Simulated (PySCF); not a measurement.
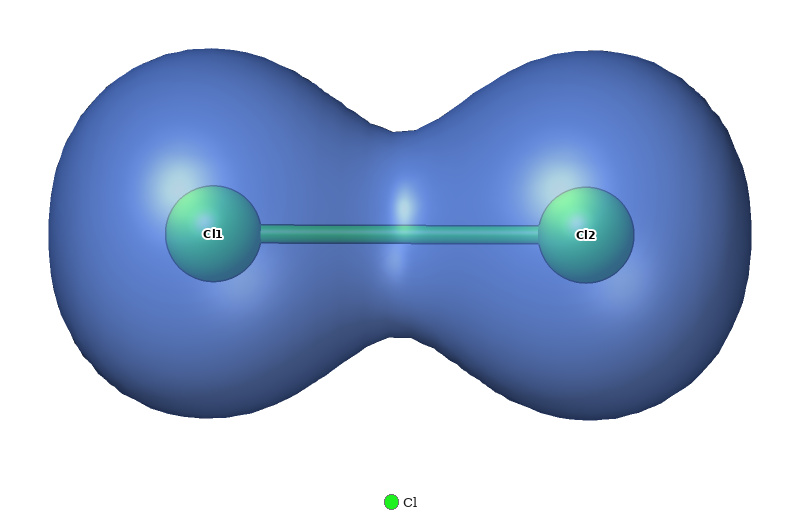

*Cl$_{2}$. Isosurface of the electron density at 0.6 e/Å³ (blue), seen from one side.*

Geometry: PBE0-D3(BJ)/def2-TZVP.

Theory: PBE0/pcSseg-2, SCF density, gas phase, non-relativistic (PySCF).

```xyz
2

Cl    0.9999   -0.0286    0.0015
Cl   -0.9825   -0.0002   -0.0136
```

Question: How is the density connected at this value?

Answer: At this value the surface is in one piece. It bridges the sampled Cl–Cl (1.98 Å) contact, where the density stays above the isovalue. On the grid the lowest density along these lines, outside the cores, is 1.1 e/Å³ (Cl–Cl, 1.98 Å).
